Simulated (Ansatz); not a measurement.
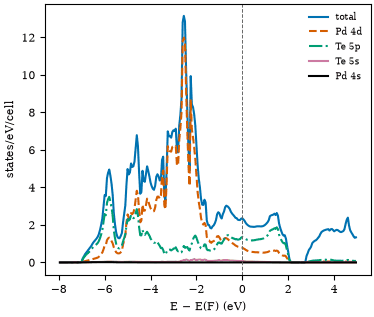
Figure. Total and projected density of states of TePd in space group Cmcm (No. 63; Te on 4c, Pd on 4c), plane-wave PAW r²SCAN (Ansatz code)

Problem. Which orbitals carry the states next to the Fermi level?

Solution. Within 0.5 eV of the Fermi level: Te 5p 56 %, Pd 4d 35 %, outside the projected shells 6 %. Projections are on Löwdin-orthogonalised atomic valence shells; empty p or d shells of many metals are not among them.

Problem. Where is the tallest occupied peak in this window, and what makes it?

Solution. Near -2.5 eV, about 13 states/eV per cell; the largest projected share is Pd 4d.

The start of the workflow was typed in or built on a structure type; neither database checked (COD, Materials Project) lists it. COD files the formula under space group No. 194. Whether it is the stable phase at ambient conditions was not checked. The r²SCAN relaxation kept the symmetry of its start; whether a distortion lowers the energy is not shown. No spin polarisation was allowed. Spin–orbit coupling is left out wherever it is not named.

Potentials: the later of the program's two PAW sets.
